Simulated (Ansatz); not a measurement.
**Single-point calculation of C3F8**

System: C3F8.
Method: RKS PBE0-D4/def2-TZVPP (Ansatz 0.2.0).

The geometry comes from this level: PBE0-D4/def2-TZVP.

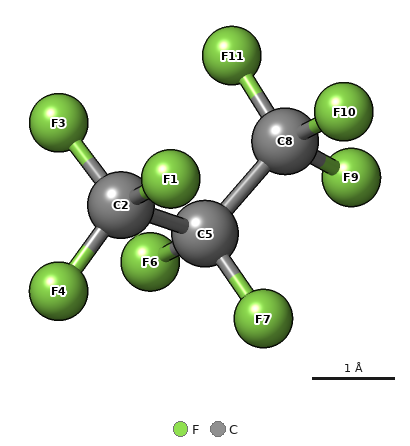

**Figure 1.** The structure as given in the input (ball-and-stick view, seen at a tilt; atoms are numbered from 1 in the order of the input). Bond lengths as drawn: C–C 1.55 Å and C–F 1.33 to 1.34 Å.

### The input
```yaml
crystal:
  periodic: [false, false, false]
  atoms:
    - {symbol: F, position_ang: [0.701469, -1.129037, -1.529187]}
    - {symbol: C, position_ang: [-0.365004, -0.407565, -1.215070]}
    - {symbol: F, position_ang: [-1.352911, -1.221848, -0.872255]}
    - {symbol: F, position_ang: [-0.736382, 0.292736, -2.277483]}
    - {symbol: C, position_ang: [-0.040278, 0.576642, -0.060670]}
    - {symbol: F, position_ang: [-1.139224, 1.297213, 0.188681]}
    - {symbol: F, position_ang: [0.936843, 1.390667, -0.475029]}
    - {symbol: C, position_ang: [0.414653, -0.078465, 1.269977]}
    - {symbol: F, position_ang: [0.653876, 0.879624, 2.154228]}
    - {symbol: F, position_ang: [1.523406, -0.782009, 1.090424]}
    - {symbol: F, position_ang: [-0.531047, -0.875058, 1.747083]}
basis:
  gaussian: {orbitals: def2-TZVPP}
hamiltonian: {xc: pbe0, dispersion: d4}
output: {orbitals: {seedname: orbitals}}
```

Machine: 2 CPU threads, shared host.

Launch command:
```bash
ansatz run in.yaml --threads 2 --pin off --events-out ev --progress --plain --max-ram 22528MiB --backend cuda --devices 0, --max-vram 18GiB
```

### Log
```
Functional definition: PBE0
  name "PBE0"
  cite "Adamo & Barone, J. Chem. Phys. 110, 6158 (1999) doi:10.1063/1.478522"
  cite "Perdew, Burke & Ernzerhof, Phys. Rev. Lett. 77, 3865 (1996) doi:10.1103/PhysRevLett.77.3865"
  parent pbe
  parameter a = 0.25
  parameter kappa = 0.804
  parameter beta = 0.06672455060314922
  exchange = (1 - a)*pbe_x(kappa = kappa, mu = beta*pi^2/3) + a*exact_x
  correlation = pbe_c(beta = beta)
1788 factors; their error is unknown
mean field evaluation 1: about -24828.9870 eV, gradient 5.7e1 eV
mean field evaluation 2: about -24825.1189 eV, gradient 7.9e1 eV
mean field evaluation 4: about -24832.8487 eV, gradient 1.8e0 eV
mean field evaluation 8: about -24832.8511 eV, gradient 3.4e-2 eV
mean field evaluation 16: about -24832.9242 eV, gradient 3.5e-5 eV
mean field -24832.92424161 eV, -912.5931335185 hartree, gradient 3.5e-5 eV, S^2 0.000000; 0 other end points of the search recorded, 0 dependent functions left out
reference -24832.92425933 eV, -912.5931341696 hartree; 45, 45 occupied and 296, 296 virtual orbitals, 1788 factors
Total energy: -24833.15154826 eV, -912.6014868838 hartree
```

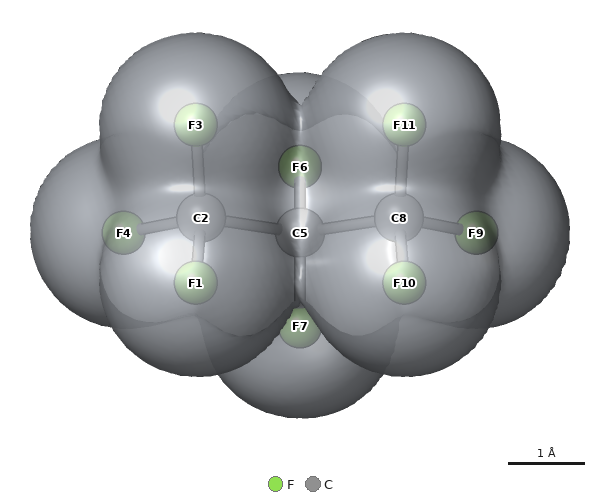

**Figure 2.** Isosurface of the electron density at 0.05 e/Å³ (grey), seen from the side. At this value the surface is in one piece. On the grid the lowest density along these lines, outside the cores, is 2 e/Å³ (C–F, 1.33 Å) and 1.8 e/Å³ (C–C, 1.55 Å).

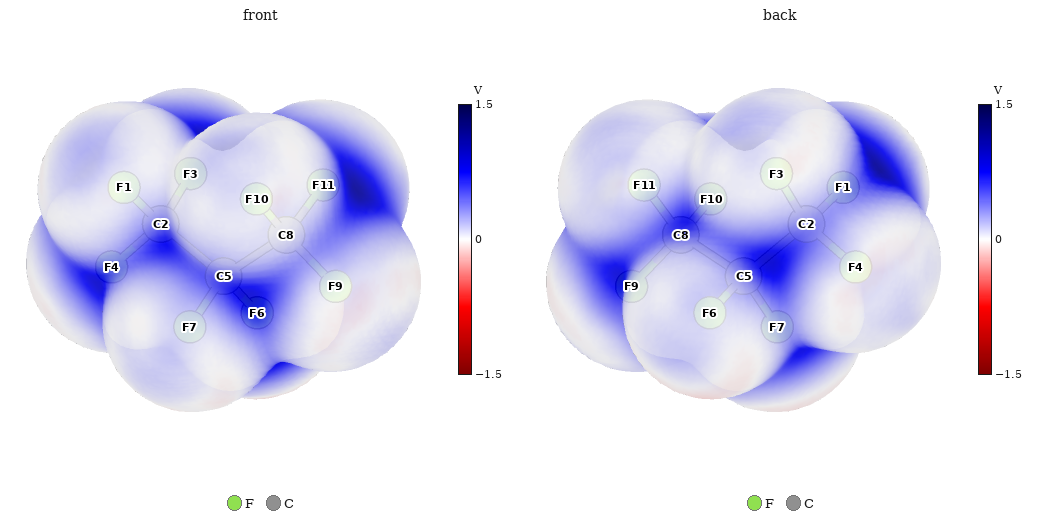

**Figure 3.** The molecular electrostatic potential painted on the density surface at 0.002 e/bohr³, seen at a tilt and from behind; the colour scale runs from red (negative) to blue (positive). A positive charge is drawn to the negative regions and a negative charge to the positive ones.

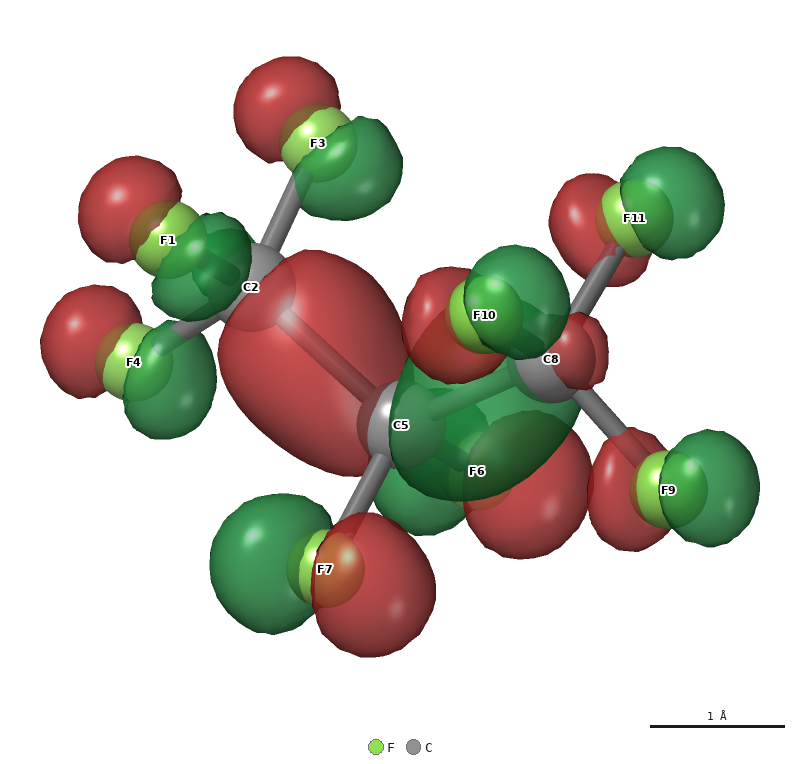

**Figure 4.** The HOMO at ±0.15 Å⁻³ᐟ² (green and red are the two phases), seen at an oblique angle. By Hirshfeld shares it lies mainly on C5 (15 %), F6 (15 %), F7 (15 %), C2 (10 %) and C8 (10 %). Its energy is −10.81 eV.

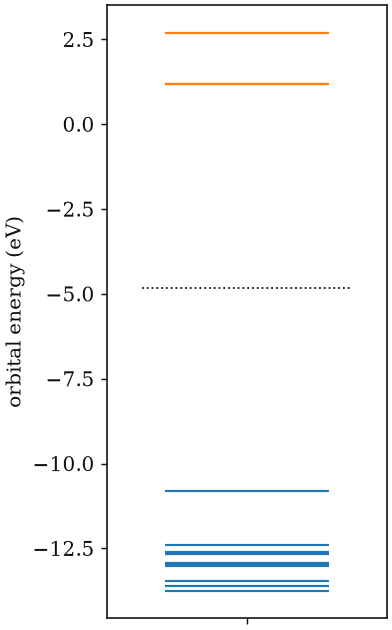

**Figure 5.** Orbital energies near the frontier; the dotted line parts filled from empty levels, and levels within 0.02 eV of each other stand side by side. Highest filled −10.81 eV, lowest empty 1.18 eV, 11.99 eV apart.

### Results in brief

- outcome: converged
- total energy: −24833.1515 eV
- mean-field energy: −24832.9243 eV
- dispersion energy: −0.2273 eV
- SCF solution under orbital rotations: stable
- HOMO: −10.81 eV
- LUMO: 1.18 eV
- wall time: 5.5 s (CPU time 4.6 s)
- peak memory: 0.87 GiB
